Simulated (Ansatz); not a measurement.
## Geometry relaxation of GaH$_{3}$Cl$_{2}$ (part 1 of 2)

The run: geometry relaxation of GaH$_{3}$Cl$_{2}$. Method and program: RKS PBE-D4/def2-SVP (Ansatz 0.2.0).

It belongs to a series of runs on one base structure; here: end point A relaxed.

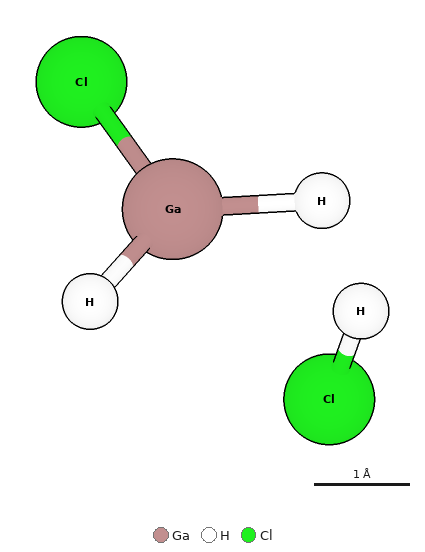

Figure 1. The structure as given in the input (ball-and-stick view, seen at a tilt). Sticks mark near contacts.

### Input
```yaml
crystal:
  periodic: [false, false, false]
  atoms:
    - { symbol: Ga, position_ang: [-0.029049, 0.247298, -0.045977] }
    - { symbol: H, position_ang: [0.080458, 0.282384, 1.525237] }
    - { symbol: Cl, position_ang: [1.839613, 0.377692, -1.124499] }
    - { symbol: H, position_ang: [-1.372407, 0.129466, -0.836184] }
    - { symbol: Cl, position_ang: [0.431739, -2.816615, 1.426449] }
    - { symbol: H, position_ang: [0.382546, -1.532324, 1.828975] }
basis:
  gaussian: { orbitals: def2-SVP }
hamiltonian:
  xc: pbe
  dispersion: d4
relax:
  f_tol: 0.03
  max_steps: 50
output:
  orbitals: {}
```

Command:
```bash
ansatz run input.yaml --threads 1 --pin off --max-ram 2048MiB --backend cpu --events-out ev --progress --plain --runs-dir out
```

### The program's output
```
The last accepted step is kept in [file] (removed where the run ends without a failure and the disk answers)
Engine: ansatz 0.2.0, aarch64-unknown-linux-gnu
Functional definition: PBE
  parameter kappa = 0.804
  parameter beta = 0.06672455060314922
  exchange = pbe_x(kappa = kappa, mu = beta*pi^2/3)
  correlation = pbe_c(beta = beta)
919 factors; their error is unknown
mean field evaluation 1: about -77438.7073 eV, gradient 3.3e1 eV
mean field evaluation 2: about -77437.0557 eV, gradient 4.8e1 eV
mean field evaluation 4: about -77440.2893 eV, gradient 1.9e0 eV
mean field evaluation 8: about -77440.3009 eV, gradient 5.3e-2 eV
mean field evaluation 16: about -77440.2543 eV, gradient 4.1e-5 eV
mean field -77440.25425626 eV, -2845.8768530280 hartree, gradient 4.1e-5 eV, S^2 0.000000; 0 other end points of the search recorded, 0 dependent functions left out
the calculation of the forces begins
reference -77440.25429231 eV, -2845.8768543529 hartree; 34, 34 occupied and 49, 49 virtual orbitals, 919 factors
relax step   1: F+E_penalty+E_count = -77440.37594238 eV  Δ(F+E_penalty+E_count) = +0.000e0 eV  max|allowed force component| = 1.033e0 eV/Å  Δτ_max = 0.0000 Å  (24 SCF iters, accepted)
these checks for a lower state are left out or cut short: starts, cluster_reference, orbital_swaps, neighbouring_geometries, increment
919 factors; their error is unknown
mean field -77440.30202546 eV, -2845.8786085137 hartree, gradient 2.1e-5 eV, S^2 0.000000; 0 other end points of the search recorded, 0 dependent functions left out
[... from here on the field's lines of each further geometry are left out, up to the last ...]
relax step   2: F+E_penalty+E_count = -77440.42991389 eV  Δ(F+E_penalty+E_count) = -5.397e-2 eV  max|allowed force component| = 7.976e-1 eV/Å  Δτ_max = 0.1948 Å  (26 SCF iters, accepted)
relax step   3: F+E_penalty+E_count = -77440.45048236 eV  Δ(F+E_penalty+E_count) = -2.057e-2 eV  max|allowed force component| = 9.536e-1 eV/Å  Δτ_max = 0.1971 Å  (26 SCF iters, accepted)
relax step   4: F+E_penalty+E_count = -77440.46565368 eV  Δ(F+E_penalty+E_count) = -1.517e-2 eV  max|allowed force component| = 3.946e-1 eV/Å  Δτ_max = 0.1280 Å  (23 SCF iters, accepted)
relax step   5: F+E_penalty+E_count = -77440.49214818 eV  Δ(F+E_penalty+E_count) = -2.649e-2 eV  max|allowed force component| = 4.404e-1 eV/Å  Δτ_max = 0.1231 Å  (26 SCF iters, accepted)
relax step   6: F+E_penalty+E_count = -77440.51514023 eV  Δ(F+E_penalty+E_count) = -2.299e-2 eV  max|allowed force component| = 4.624e-1 eV/Å  Δτ_max = 0.1975 Å  (26 SCF iters, accepted)
relax step   7: F+E_penalty+E_count = -77440.53197596 eV  Δ(F+E_penalty+E_count) = -1.684e-2 eV  max|allowed force component| = 5.790e-1 eV/Å  Δτ_max = 0.1958 Å  (26 SCF iters, accepted)
relax step   8: F+E_penalty+E_count = -77440.48317319 eV  Δ(F+E_penalty+E_count) = +4.880e-2 eV  max|allowed force component| = 8.031e-1 eV/Å  Δτ_max = 0.1879 Å  (26 SCF iters, rejected (line search))
relax step   9: F+E_penalty+E_count = -77440.55213983 eV  Δ(F+E_penalty+E_count) = -2.016e-2 eV  max|allowed force component| = 2.040e-1 eV/Å  Δτ_max = 0.0907 Å  (22 SCF iters, accepted)
relax step  10: F+E_penalty+E_count = -77440.55767265 eV  Δ(F+E_penalty+E_count) = -5.533e-3 eV  max|allowed force component| = 1.577e-1 eV/Å  Δτ_max = 0.0830 Å  (23 SCF iters, accepted)
relax step  11: F+E_penalty+E_count = -77440.56146439 eV  Δ(F+E_penalty+E_count) = -3.792e-3 eV  max|allowed force component| = 1.808e-1 eV/Å  Δτ_max = 0.0806 Å  (23 SCF iters, accepted)
relax step  12: F+E_penalty+E_count = -77440.56202497 eV  Δ(F+E_penalty+E_count) = -5.606e-4 eV  max|allowed force component| = 1.497e-1 eV/Å  Δτ_max = 0.0118 Å  (24 SCF iters, accepted)
relax step  13: F+E_penalty+E_count = -77440.56232393 eV  Δ(F+E_penalty+E_count) = -2.990e-4 eV  max|allowed force component| = 3.793e-1 eV/Å  Δτ_max = 0.1276 Å  (25 SCF iters, accepted)
relax step  14: F+E_penalty+E_count = -77440.56615495 eV  Δ(F+E_penalty+E_count) = -3.831e-3 eV  max|allowed force component| = 2.163e-1 eV/Å  Δτ_max = 0.0771 Å  (23 SCF iters, accepted)
relax step  15: F+E_penalty+E_count = -77440.57262787 eV  Δ(F+E_penalty+E_count) = -6.473e-3 eV  max|allowed force component| = 2.183e-2 eV/Å  Δτ_max = 0.1444 Å  (26 SCF iters, accepted)
relax step  16: F+E_penalty+E_count = -77440.57440499 eV  Δ(F+E_penalty+E_count) = -1.777e-3 eV  max|allowed force component| = 1.744e-1 eV/Å  Δτ_max = 0.0902 Å  (22 SCF iters, accepted)
relax step  17: F+E_penalty+E_count = -77440.55695488 eV  Δ(F+E_penalty+E_count) = +1.745e-2 eV  max|allowed force component| = 1.007e0 eV/Å  Δτ_max = 0.1950 Å  (26 SCF iters, rejected (line search))
relax step  18: F+E_penalty+E_count = -77440.57624439 eV  Δ(F+E_penalty+E_count) = -1.839e-3 eV  max|allowed force component| = 1.240e-1 eV/Å  Δτ_max = 0.0975 Å  (23 SCF iters, accepted)
relax step  19: F+E_penalty+E_count = -77440.58400295 eV  Δ(F+E_penalty+E_count) = -7.759e-3 eV  max|allowed force component| = 8.937e-2 eV/Å  Δτ_max = 0.1000 Å  (24 SCF iters, accepted)
relax step  20: F+E_penalty+E_count = -77440.58682016 eV  Δ(F+E_penalty+E_count) = -2.817e-3 eV  max|allowed force component| = 6.890e-1 eV/Å  Δτ_max = 0.1471 Å  (26 SCF iters, accepted)
relax step  21: F+E_penalty+E_count = -77440.62139501 eV  Δ(F+E_penalty+E_count) = -3.457e-2 eV  max|allowed force component| = 1.931e-1 eV/Å  Δτ_max = 0.2000 Å  (29 SCF iters, accepted)
relax step  22: F+E_penalty+E_count = -77440.65410413 eV  Δ(F+E_penalty+E_count) = -3.271e-2 eV  max|allowed force component| = 2.836e-1 eV/Å  Δτ_max = 0.2000 Å  (26 SCF iters, accepted)
relax step  23: F+E_penalty+E_count = -77440.68361392 eV  Δ(F+E_penalty+E_count) = -2.951e-2 eV  max|allowed force component| = 7.021e-1 eV/Å  Δτ_max = 0.1954 Å  (29 SCF iters, accepted)
relax step  24: F+E_penalty+E_count = -77440.71290914 eV  Δ(F+E_penalty+E_count) = -2.930e-2 eV  max|allowed force component| = 3.170e-1 eV/Å  Δτ_max = 0.1950 Å  (26 SCF iters, accepted)
relax step  25: F+E_penalty+E_count = -77440.69129119 eV  Δ(F+E_penalty+E_count) = +2.162e-2 eV  max|allowed force component| = 3.734e-1 eV/Å  Δτ_max = 0.1627 Å  (25 SCF iters, rejected (line search))
relax step  26: F+E_penalty+E_count = -77440.72615477 eV  Δ(F+E_penalty+E_count) = -1.325e-2 eV  max|allowed force component| = 5.157e-2 eV/Å  Δτ_max = 0.0798 Å  (23 SCF iters, accepted)
relax step  27: F+E_penalty+E_count = -77440.72660116 eV  Δ(F+E_penalty+E_count) = -4.464e-4 eV  max|allowed force component| = 3.890e-2 eV/Å  Δτ_max = 0.0134 Å  (24 SCF iters, accepted)
the calculation of the forces begins
reference -77440.58102164 eV, -2845.8888614343 hartree; 34, 34 occupied and 49, 49 virtual orbitals, 919 factors
relax step  28: F+E_penalty+E_count = -77440.72684426 eV  Δ(F+E_penalty+E_count) = -2.431e-4 eV  max|allowed force component| = 5.154e-3 eV/Å  Δτ_max = 0.0091 Å  (24 SCF iters, accepted)
919 factors; their error is unknown
mean field evaluation 192: about -77440.5810 eV, gradient 1.3e-3 eV
```

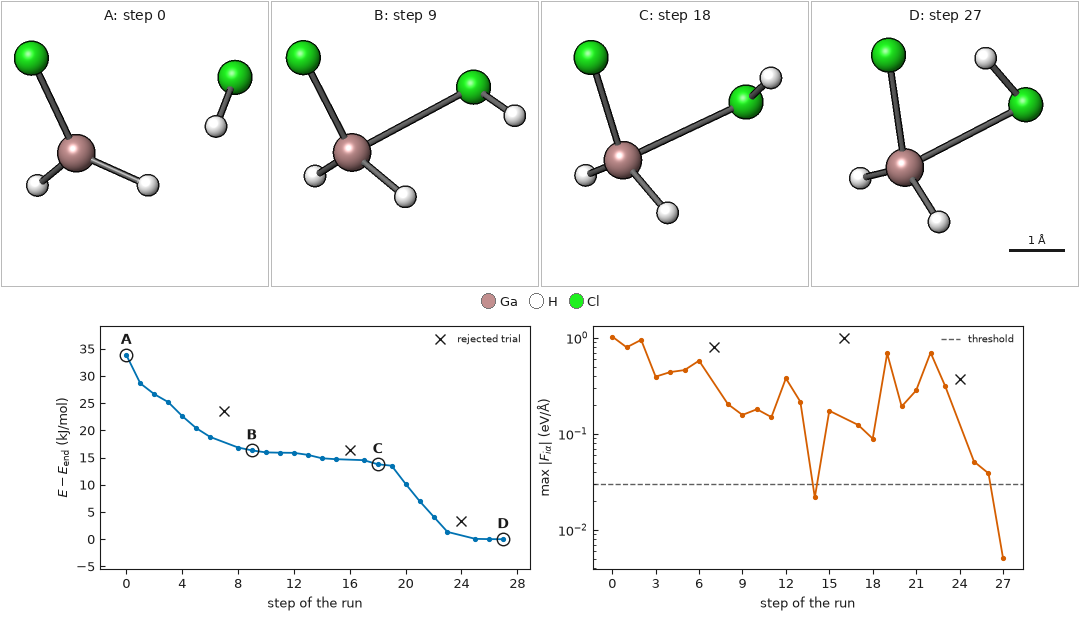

Figure 2. Frames of the relaxation (ball-and-stick view, seen at a tilt) above the curves, on which the letters mark them (the first geometry is step 0 here and step 1 in the log).

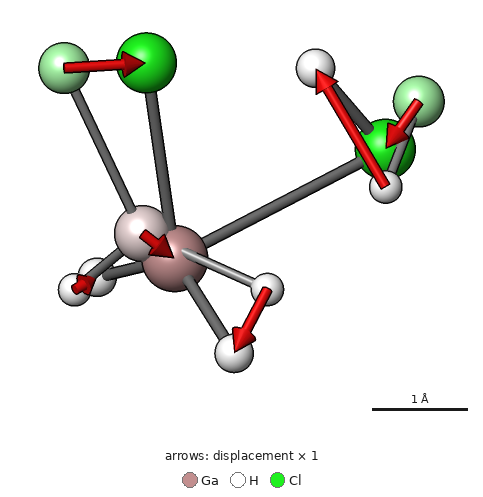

Figure 3. Start (faint) and end (solid) with the displacements as red arrows, at true length (ball-and-stick view, seen at a tilt). The two geometries are laid on each other by the best rigid fit. The largest move after the best rigid fit is that of H6, 1.45 Å. By element the largest moves are H 1.45 Å, Cl 0.88 Å, Ga 0.44 Å. Among the contacts that change: Ga1–Cl5 3.430 → 2.675 Å, Ga1–Cl3 2.162 → 2.261 Å, Ga1–H2 1.575 → 1.566 Å. Among the angles that change: H2–Ga1–H4 124.4° → 133.2°, Cl3–Ga1–H4 119.7° → 112.0°, H2–Ga1–Cl3 115.9° → 112.1°. After 27 geometry steps the energy has fallen by 33.9 kJ/mol. Largest force component: 1 eV/Å at the start, 0.0052 eV/Å at the end. The line search rejected the trial steps at points 7, 16, 24 (counted from 0) and went back. (Atoms are counted from 1 in the order of the input.)

```
mean field -77440.58098619 eV, -2845.8888601313 hartree, gradient 2.1e-5 eV, S^2 0.000000; 1 other end points of the search recorded, 0 dependent functions left out
the calculation of the forces begins
reference -77440.58102164 eV, -2845.8888614343 hartree; 34, 34 occupied and 49, 49 virtual orbitals, 919 factors
Total energy: -77440.72687972 eV, -2845.8942216196 hartree
Atom 0 at    -0.208251     0.153807     0.214895 Å, force    -0.002959     0.003789    -0.001741 eV/Å
Atom 1 at    -0.307274     1.134303     1.431690 Å, force     0.000057    -0.001834    -0.003931 eV/Å
Atom 2 at     1.936387    -0.333030    -0.310817 Å, force     0.002396     0.002420     0.000231 eV/Å
Atom 3 at    -1.196511    -0.228129    -0.938127 Å, force     0.002451    -0.000237     0.005154 eV/Å
Atom 4 at    -0.020920    -2.185411     1.498215 Å, force     0.001258    -0.001192     0.000611 eV/Å
Atom 5 at     1.129469    -1.853638     0.878144 Å, force    -0.003203    -0.002947    -0.000324 eV/Å
Dipole moment:    -0.199339    -0.060477     0.110647 e Å
```

### Trajectory as extended XYZ (Å, eV, eV/Å), 17 of the 28 frames kept, from step=1 to step=28
```
6
Properties=species:S:1:pos:R:3:forces:R:3 step=1 energy=-77440.37594
Ga   -0.0290    0.2473   -0.0460   -0.0677  -0.2611  -0.0201
H     0.0805    0.2824    1.5252    0.1137   0.0409   0.1464
Cl    1.8396    0.3777   -1.1245   -0.0199   0.0481   0.0057
H    -1.3724    0.1295   -0.8362    0.0028   0.0354  -0.1108
Cl    0.4317   -2.8166    1.4264   -0.0789   1.0327   0.1802
H     0.3825   -1.5323    1.8290    0.0501  -0.8959  -0.2014
6
Properties=species:S:1:pos:R:3:forces:R:3 step=3 energy=-77440.45048
Ga   -0.0320    0.0891    0.0180   -0.0647  -0.0606   0.1022
H     0.1252    0.3060    1.5907   -0.0320   0.0914  -0.0552
Cl    1.8258    0.3147   -1.0704    0.1032   0.0231  -0.0589
H    -1.3491    0.0079   -0.8313    0.0311  -0.0434   0.0714
Cl    0.3432   -2.5688    1.1380    0.0313   0.9431   0.6062
H     0.4198   -1.4609    1.9290   -0.0689  -0.9536  -0.6656
```
